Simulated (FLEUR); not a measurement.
# Magnetic state of MnO2 (Pyrolusite) from several starts, part 2 of 4

Does MnO2 (Pyrolusite) prefer parallel or opposed moments?

FLEUR MaX-R8.1; PBE with U = 4 eV on Mn d; all-electron FLAPW, Dirac cores, scalar-relativistic bands.

So far, largest spin moment in the muffin-tin sphere (μB): step 2 (order 1, typed as ferro ++) 2.97.

**3. Order 2, typed as antiferro +-**

An opposed order shows whether neighbours prefer unlike signs.

The input, inp.xml:

```
<?xml version="1.0" encoding="UTF-8" standalone="no"?>
<fleurInput fleurInputVersion="0.39">
   <comment>
      MnO2
   </comment>
   <calculationSetup>
      <cutoffs Kmax="4.4" Gmax="13.2" GmaxXC="13.2" numbands="0"/>
      <scfLoop itmax="120" minDistance="0.0001" maxIterBroyd="15" imix="Anderson" alpha="0.05" precondParam="0.0" spinf="2.0" sdNocoIR="T"/>
      <coreElectrons ctail="T" frcor="F" kcrel="0" coretail_lmax="0"/>
      <xcFunctional name="pbe" relativisticCorrections="F"/>
      <magnetism jspins="2"/>
      <soc l_soc="F" theta="0.0" phi="0.0" spav="F"/>
      <expertModes spex="0" secvar="F"/>
      <geometryOptimization l_f="F" forcealpha="1.0" forcemix="BFGS" epsdisp="0.00001" epsforce="0.00001"/>
      <ldaU l_linMix="F" mixParam="0.05" spinf="1.0"/>
   </calculationSetup>
   <cell>
      <bzIntegration valenceElectrons="54.0" mode="hist" fermiSmearingEnergy="0.00183747">
         <kPointListSelection listName="default-1"/>
         <xi:include xmlns:xi="http://www.w3.org/2001/XInclude" href="kpts.xml"> </xi:include>
      </bzIntegration>
      <xi:include xmlns:xi="http://www.w3.org/2001/XInclude" href="sym.xml"> </xi:include>
      <bulkLattice scale="1.0">
         <bravaisMatrix>
            <row-1>    8.3115824138281784     0.0000000000000000     0.0000000000000000</row-1>
            <row-2>    0.0000000000000000     8.3115824138281784     0.0000000000000000</row-2>
            <row-3>    0.0000000000000000     0.0000000000000000     5.4291831559758004</row-3>
         </bravaisMatrix>
      </bulkLattice>
   </cell>
   <atomSpecies>
      <species name="Manganese 4.500" element="Mn" atomicNumber="25">
         <mtSphere radius="2.21" gridPoints="731" logIncrement="0.017"/>
         <atomicCutoffs lmax="8" lnonsphr="6"/>
         <electronConfig flipSpins="F">
            <coreConfig>(1s1/2) (2s1/2) (2p1/2) (2p3/2)</coreConfig>
            <valenceConfig>(3s1/2) (3p1/2) (3p3/2) (4s1/2) (3d3/2) (3d5/2)</valenceConfig>
            <stateOccupation state="(3d3/2)" spinUp="1.75" spinDown="0.25"/>
            <stateOccupation state="(3d5/2)" spinUp="3.0" spinDown="0.0"/>
         </electronConfig>
         <energyParameters s="4" p="4" d="3" f="4"/>
         <ldaU l="2" U="4.0" J="0.0" l_amf="F"/>
         <lo type="SCLO" l="0" n="3" eDeriv="0"/>
         <lo type="SCLO" l="1" n="3" eDeriv="0"/>
      </species>
      <species name="Manganese -4.500" element="Mn" atomicNumber="25">
         <mtSphere radius="2.21" gridPoints="731" logIncrement="0.017"/>
         <atomicCutoffs lmax="8" lnonsphr="6"/>
         <electronConfig flipSpins="F">
            <coreConfig>(1s1/2) (2s1/2) (2p1/2) (2p3/2)</coreConfig>
            <valenceConfig>(3s1/2) (3p1/2) (3p3/2) (4s1/2) (3d3/2) (3d5/2)</valenceConfig>
            <stateOccupation state="(3d3/2)" spinUp="0.25" spinDown="1.75"/>
            <stateOccupation state="(3d5/2)" spinUp="0.0" spinDown="3.0"/>
         </electronConfig>
         <energyParameters s="4" p="4" d="3" f="4"/>
         <ldaU l="2" U="4.0" J="0.0" l_amf="F"/>
         <lo type="SCLO" l="0" n="3" eDeriv="0"/>
         <lo type="SCLO" l="1" n="3" eDeriv="0"/>
      </species>
      <species name="Oxygen (O)" element="O" atomicNumber="8">
         <mtSphere radius="1.25" gridPoints="415" logIncrement="0.025"/>
         <atomicCutoffs lmax="6" lnonsphr="4"/>
         <electronConfig flipSpins="F">
            <coreConfig>(1s1/2)</coreConfig>
            <valenceConfig>(2s1/2) (2p1/2) (2p3/2)</valenceConfig>
            <stateOccupation state="(2p1/2)" spinUp="0.666667" spinDown="0.666667"/>
            <stateOccupation state="(2p3/2)" spinUp="1.333333" spinDown="1.333333"/>
         </electronConfig>
         <energyParameters s="2" p="2" d="3" f="4"/>
      </species>
   </atomSpecies>
   <atomGroups>
      <atomGroup species="Manganese 4.500">
         <relPos label="                   1">.0000000000 .0000000000 .0000000000</relPos>
         <force calculate="T" relaxXYZ="TTT"/>
      </atomGroup>
      <atomGroup species="Manganese -4.500">
         <relPos label="                   2">1.000/2.000 1.000/2.000 1.000/2.000</relPos>
         <force calculate="T" relaxXYZ="TTT"/>
      </atomGroup>
      <atomGroup species="Oxygen (O)">
         <relPos label="                   3">.3051500000 .3051500000 .0000000000</relPos>
         <relPos label="                   5">-.3051500000 -.3051500000 .0000000000</relPos>
         <force calculate="T" relaxXYZ="TTT"/>
      </atomGroup>
      <atomGroup species="Oxygen (O)">
         <relPos label="                   4">.1948500000 -.1948500000 1.000/2.000</relPos>
         <relPos label="                   6">-.1948500000 .1948500000 1.000/2.000</relPos>
         <force calculate="T" relaxXYZ="TTT"/>
      </atomGroup>
   </atomGroups>
   <output dos="F" band="F" slice="F">
      <bandDOS minEnergy="-.5*Htr" maxEnergy="0.5*Htr" sigma="0.015" storeEVData="T"/>
      <plotting iplot="0" polar="F">
         <plot TwoD="T" vec1="  1.0  0.0  0.0" vec2="  0.0  1.0  0.0" vec3="  0.0  0.0  1.0" zero="  0.0  0.0  0.0" file="plot"/>
      </plotting>
      <moessbauerParams electricFieldGradient="F" isomerShift="F" coreHyperfine="F" valenceHyperfine="F"/>
   </output>
</fleurInput>
```

The input, crystal.txt:

```
MnO2
&input film=F cartesian=F /
4.39830000000  0.00000000000  0.00000000000
0.00000000000  4.39830000000  0.00000000000
0.00000000000  0.00000000000  2.87300000000
1.8897261246
1.0 1.0 1.0

6
25 0.00000000000  0.00000000000  0.00000000000 : 4.500
25 0.50000000000  0.50000000000  0.50000000000 : -4.500
8 0.30515000000  0.30515000000  0.00000000000
8 0.19485000000  0.80515000000  0.50000000000
8 0.69485000000  0.69485000000  0.00000000000
8 0.80515000000  0.19485000000  0.50000000000

&kpt div1=8 div2=8 div3=8 gamma=T /
```

Started as:

```
$ OMP_NUM_THREADS=1 inpgen -f crystal.txt > inpgen.log  # inp.xml is then edited as shown
$ OMP_NUM_THREADS=1 mpirun -n 4 fleur_MPI > fleur.log
```

What it wrote:

```text
[banner, memory and clock lines left out]
Welcome to FLEUR        (www.flapw.de)
      MaX-Release 8.1          (www.max-centre.eu)

 ========== k-point set info ==========
 Selected k-point list: default-1
 k-point list type: mesh
 0 x 0 x 0
 Number of k points: 108

 ------------Calculation Setup---------------------------
 Number of PE/node        :            4
 Number of OMP-threads    :            1
 k-points in parallel     :            4
 pe's per k-point         :            1
 No of k-point loops      :           27
 Eigenvalue solver        :       lapack
 Number of basis functions:          592
 Approximate size of matrices (H+S) per k-point:         0.005 GB
 no density matrix found ... skipping LDA+U
 Reset of history
 Iteration:     1   Distance:      43.84043156 me/bohr^3
 Iteration:     2   Distance:      39.45715091 me/bohr^3
 Iteration:     3   Distance:      32.78505122 me/bohr^3
 Iteration:     4   Distance:      19.65582830 me/bohr^3
 Iteration:     5   Distance:      18.49258339 me/bohr^3
 Iteration:     6   Distance:       4.35432864 me/bohr^3
 Iteration:     7   Distance:       8.17421919 me/bohr^3
 Iteration:     8   Distance:       8.75147626 me/bohr^3
 Iteration:     9   Distance:       1.71365660 me/bohr^3
 Iteration:    10   Distance:       1.29276040 me/bohr^3
 Iteration:    11   Distance:       1.14712662 me/bohr^3
 Iteration:    12   Distance:       0.53528321 me/bohr^3
 Iteration:    13   Distance:       0.34020335 me/bohr^3
 Iteration:    14   Distance:       0.09342906 me/bohr^3
 Iteration:    15   Distance:       0.03729567 me/bohr^3
 Iteration:    16   Distance:       0.01786641 me/bohr^3
 Iteration:    17   Distance:       0.01465169 me/bohr^3
 Iteration:    18   Distance:       0.00789680 me/bohr^3
 Iteration:    19   Distance:       0.00362414 me/bohr^3
 Iteration:    20   Distance:       0.00204660 me/bohr^3
 Iteration:    21   Distance:       0.00124292 me/bohr^3
 Iteration:    22   Distance:       0.00153871 me/bohr^3
 Iteration:    23   Distance:       0.00068509 me/bohr^3
 Iteration:    24   Distance:       0.00030335 me/bohr^3
 Iteration:    25   Distance:       0.00009586 me/bohr^3

 ********************************************************************
 Run finished successfully
 Stop message:
   all done
 ********************************************************************

--- out.xml (last complete iteration) ---
<iteration numberForCurrentRun="   25" overallNumber="   25">
         [... left out ...]
         <bandgap value="0.3449667838" units="eV"/>
         <sumValenceSingleParticleEnergies value="-29.1309705046" units="Htr"/>
         <FermiEnergy value="0.2670974672" units="Htr"/>
         <valenceDensity>
            <mtCharges spin="1">
               <mtCharge atomType="1" total="8.2220999" s="1.1567749" p="3.2220043" d="3.7568998" f="0.0635897"/>
               <mtCharge atomType="2" total="5.3381475" s="1.1405728" p="3.2046022" d="0.9052266" f="0.0631057"/>
               <mtCharge atomType="3" total="1.9473732" s="0.6117379" p="1.3335356" d="0.0017990" f="0.0002558"/>
               <mtCharge atomType="4" total="1.9630461" s="0.6126519" p="1.3476957" d="0.0023095" f="0.0003321"/>
            </mtCharges>
            <mtCharges spin="2">
               <mtCharge atomType="1" total="5.3381446" s="1.1405720" p="3.2046011" d="0.9052257" f="0.0631055"/>
               <mtCharge atomType="2" total="8.2220992" s="1.1567753" p="3.2220047" d="3.7568982" f="0.0635897"/>
               <mtCharge atomType="3" total="1.9630492" s="0.6126522" p="1.3476985" d="0.0023094" f="0.0003321"/>
               <mtCharge atomType="4" total="1.9473729" s="0.6117381" p="1.3335351" d="0.0017990" f="0.0002558"/>
            </mtCharges>
            <spinDependentCharge spin="1" total="27.0000000" interstitial="5.6189138" mtSpheres="21.3810862"/>
            <spinDependentCharge spin="2" total="27.0000000" interstitial="5.6189120" mtSpheres="21.3810880"/>
            <totalCharge value="54.0000000000"/>
         </valenceDensity>
         [... left out ...]
         <magneticMomentsInMTSpheres units="muBohr">
            <globalMagMoment atomType="1" vec="0.00000   0.00000   2.88396"/>
            <localMagMoment atomType="1" vec="0.00000   0.00000   2.88396"/>
            <globalMagMoment atomType="2" vec="0.00000   0.00000  -2.88395"/>
            <localMagMoment atomType="2" vec="0.00000   0.00000  -2.88395"/>
            <globalMagMoment atomType="3" vec="0.00000   0.00000  -0.01568"/>
            <localMagMoment atomType="3" vec="0.00000   0.00000  -0.01568"/>
            <globalMagMoment atomType="4" vec="0.00000   0.00000   0.01567"/>
            <localMagMoment atomType="4" vec="0.00000   0.00000   0.01567"/>
         </magneticMomentsInMTSpheres>
         [... left out ...]
         <totalEnergy value="    -2618.0795086401" units="Htr">
            <sumOfEigenvalues value="    -1499.2925477816">
               <coreElectrons value="-1470.1615772769"/>
               <valenceElectrons value="-29.1309705046"/>
            </sumOfEigenvalues>
            <densityCoulombPotentialIntegral value="-3965.8555231900"/>
            <densityEffectivePotentialIntegral value="-4145.4293302695"/>
            <chargeDenXCDenIntegral value="-138.6914736011"/>
            <FockExchangeEnergyValence value="0.0000000000"/>
            <FockExchangeEnergyCore value="0.0000000000"/>
         [... left out ...]
            <dftUCorrection value="-0.4902879861"/>
            <tkbTimesEntropy value="0.0000031312"/>
            <freeEnergy value="-2618.0795117713"/>
            <extrapolationTo0K value="-2618.0795102057"/>
         </totalEnergy>
         [... left out ...]
         <ldaUDensityMatrixConvergence>
            <distance spin="1" distance="0.000004"/>
            <distance spin="2" distance="0.000003"/>
         </ldaUDensityMatrixConvergence>
         <densityConvergence units="me/bohr^3">
            <chargeDensity spin="1" distance="0.0000586267"/>
            <chargeDensity spin="2" distance="0.0000572779"/>
            <overallChargeDensity distance="0.0000958617"/>
            <spinDensity distance="0.0000651633"/>
         </densityConvergence>
      </iteration>
```

It took 3 min on 4 MPI ranks of Arm Neoverse V1, shared host; peak memory 0.33 GiB.

Spin moment in the muffin-tin sphere by atom:

```
atom  spin moment in the muffin-tin sphere (μB)
 Mn1                                       2.88
 Mn2                                      -2.88
  O3                                      -0.02
  O4                                       0.02
  O5                                      -0.02
  O6                                       0.02
```

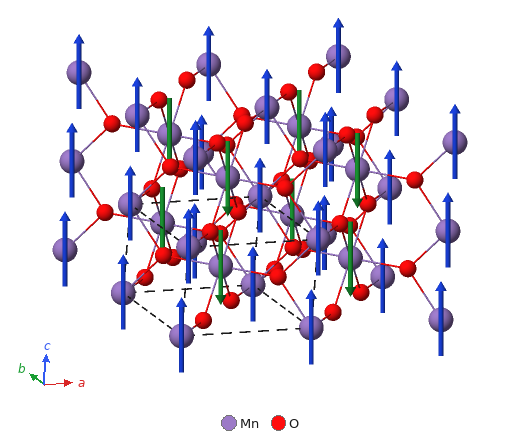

Spin moment in the muffin-tin sphere as arrows, the longest 2.88 μB. Up and down stand for the sign. Arrows give size and sign along the axis of quantisation, drawn up and down the page. The two directions have two colours. 2×2×2 cells are drawn. Some periodic images of atoms are drawn too.

Numbers from this step:

| Quantity | Value |
| --- | --- |
| free energy | -71241.5728 eV |
| program's band gap on this mesh (in a metal only a level spacing) | 0.3450 eV |
| magnetization | 0 μB |
| final state | antiferromagnetic |

It lies 34.1 meV a seeded atom under the first start, and its largest moment is 2.88 μB against 2.97 μB.

**4. Run 3 (antiferro q=(0,1/2,0) +-+-)**

Another pattern of signs weighs the neighbour shells otherwise.

This order needs a doubled cell of 12 atoms. The mesh is halved along the doubled vector, so that both cells sample the same points. The k list default-1 (kpts.xml, not shown) is a Γ-centred 8×4×8 mesh.

Edit inp.xml of step 3 so:

```diff
@@ -17,3 +17,3 @@
    <cell>
-      <bzIntegration valenceElectrons="54.0" mode="hist" fermiSmearingEnergy="0.00183747">
+      <bzIntegration valenceElectrons="108.0" mode="hist" fermiSmearingEnergy="0.00183747">
          <kPointListSelection listName="default-1"/>
@@ -25,3 +25,3 @@
             <row-1>    8.3115824138281784     0.0000000000000000     0.0000000000000000</row-1>
-            <row-2>    0.0000000000000000     8.3115824138281784     0.0000000000000000</row-2>
+            <row-2>    0.0000000000000000    16.6231648276563568     0.0000000000000000</row-2>
             <row-3>    0.0000000000000000     0.0000000000000000     5.4291831559758004</row-3>
@@ -74,2 +74,3 @@
          <relPos label="                   1">.0000000000 .0000000000 .0000000000</relPos>
+         <relPos label="                   3">1.000/2.000 1.000/4.000 1.000/2.000</relPos>
          <force calculate="T" relaxXYZ="TTT"/>
@@ -77,3 +78,4 @@
       <atomGroup species="Manganese -4.500">
-         <relPos label="                   2">1.000/2.000 1.000/2.000 1.000/2.000</relPos>
+         <relPos label="                   2">.0000000000 1.000/2.000 .0000000000</relPos>
+         <relPos label="                   4">1.000/2.000 -1.000/4.000 1.000/2.000</relPos>
          <force calculate="T" relaxXYZ="TTT"/>
@@ -81,4 +83,4 @@
       <atomGroup species="Oxygen (O)">
-         <relPos label="                   3">.3051500000 .3051500000 .0000000000</relPos>
-         <relPos label="                   5">-.3051500000 -.3051500000 .0000000000</relPos>
+         <relPos label="                   5">.3051500000 .1525750000 .0000000000</relPos>
+         <relPos label="                  11">-.1948500000 .0974250000 1.000/2.000</relPos>
          <force calculate="T" relaxXYZ="TTT"/>
@@ -86,4 +88,14 @@
       <atomGroup species="Oxygen (O)">
-         <relPos label="                   4">.1948500000 -.1948500000 1.000/2.000</relPos>
-         <relPos label="                   6">-.1948500000 .1948500000 1.000/2.000</relPos>
+         <relPos label="                   6">.3051500000 -.3474250000 .0000000000</relPos>
+         <relPos label="                  12">-.1948500000 -.4025750000 1.000/2.000</relPos>
+         <force calculate="T" relaxXYZ="TTT"/>
+      </atomGroup>
+      <atomGroup species="Oxygen (O)">
+         <relPos label="                   7">.1948500000 .4025750000 1.000/2.000</relPos>
+         <relPos label="                  10">-.3051500000 -.1525750000 .0000000000</relPos>
+         <force calculate="T" relaxXYZ="TTT"/>
+      </atomGroup>
+      <atomGroup species="Oxygen (O)">
+         <relPos label="                   8">.1948500000 -.0974250000 1.000/2.000</relPos>
+         <relPos label="                   9">-.3051500000 .3474250000 .0000000000</relPos>
          <force calculate="T" relaxXYZ="TTT"/>
```

The input, crystal.txt:

```
MnO2
&input film=F cartesian=F /
4.39830000000  0.00000000000  0.00000000000
0.00000000000  8.79660000000  0.00000000000
0.00000000000  0.00000000000  2.87300000000
1.8897261246
1.0 1.0 1.0

12
25 0.00000000000  0.00000000000  0.00000000000 : 4.500
25 0.00000000000  0.50000000000  0.00000000000 : -4.500
25 0.50000000000  0.25000000000  0.50000000000 : 4.500
25 0.50000000000  0.75000000000  0.50000000000 : -4.500
8 0.30515000000  0.15257500000  0.00000000000
8 0.30515000000  0.65257500000  0.00000000000
8 0.19485000000  0.40257500000  0.50000000000
8 0.19485000000  0.90257500000  0.50000000000
8 0.69485000000  0.34742500000  0.00000000000
8 0.69485000000  0.84742500000  0.00000000000
8 0.80515000000  0.09742500000  0.50000000000
8 0.80515000000  0.59742500000  0.50000000000

&kpt div1=8 div2=4 div3=8 gamma=T /
```

What it wrote:

```text
[banner, memory and clock lines left out]
Welcome to FLEUR        (www.flapw.de)
      MaX-Release 8.1          (www.max-centre.eu)

 ========== k-point set info ==========
 Selected k-point list: default-1
 k-point list type: mesh
 0 x 0 x 0
 Number of k points: 76

 [... set-up left out ...]
 no density matrix found ... skipping LDA+U
 Reset of history
 Iteration:     1   Distance:      43.67170306 me/bohr^3
 Iteration:     2   Distance:      39.34056887 me/bohr^3
 Iteration:     3   Distance:      32.69038261 me/bohr^3
 Iteration:     4   Distance:      17.41976218 me/bohr^3
[...]
[... left out ...]
            <freeEnergy value="-5236.1574736396"/>
            <extrapolationTo0K value="-5236.1574725839"/>
         </totalEnergy>
         [... left out ...]
         <ldaUDensityMatrixConvergence>
            <distance spin="1" distance="0.000003"/>
            <distance spin="2" distance="0.000003"/>
         </ldaUDensityMatrixConvergence>
         <densityConvergence units="me/bohr^3">
            <chargeDensity spin="1" distance="0.0000227960"/>
            <chargeDensity spin="2" distance="0.0000225984"/>
            <overallChargeDensity distance="0.0000337012"/>
            <spinDensity distance="0.0000304125"/>
         </densityConvergence>
      </iteration>
```

Wall time 31 min (4 MPI ranks); peak memory 0.88 GiB.

Spin moment in the muffin-tin sphere by atom:

```
atom  spin moment in the muffin-tin sphere (μB)
 Mn1                                       2.92
 Mn2                                      -2.92
 Mn3                                       2.92
 Mn4                                      -2.92
  O5                                      -0.01
  O6                                       0.01
  O7                                      -0.01
  O8                                       0.01
  O9                                       0.01
 O10                                      -0.01
 O11                                      -0.01
 O12                                       0.01
```

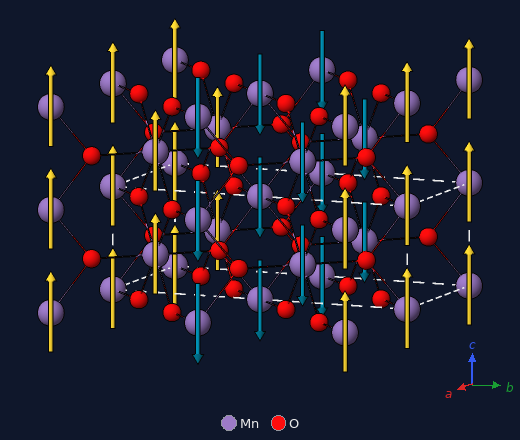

Spin moment in the muffin-tin sphere as arrows, the longest 2.92 μB. Up and down stand for the sign. Arrows give size and sign along the axis of quantisation, drawn up and down the page. The two directions have two colours. 2×1×2 cells are drawn. Some periodic images of atoms are drawn too.

Read from the output:

* free energy: -142483.1035 eV
* program's band gap on this mesh (in a metal only a level spacing): 0.4576 eV
* magnetization: 0 μB
* final state: antiferromagnetic

It lies 23.6 meV a seeded atom under the first start, and its largest moment is 2.92 μB against 2.97 μB.

(Part 2 of 4 ends here.)

[Logs and program files are shortened in this print: banners, set-up blocks, solver, clock and traceback lines can be left out without a mark of their own.]

[Logs are printed without paths, hosts, clocks, repeated set-up lines and the standing remarks that a program may print on its own settings, such as how far it seeks lower states.]

[Hosts, paths, dates, database ids (printed as entryN), source tags and the programs' standing remarks are cut or masked in the printed files.]

[Where a cell is said to come from a database of computed structures, the database is the Materials Project.]
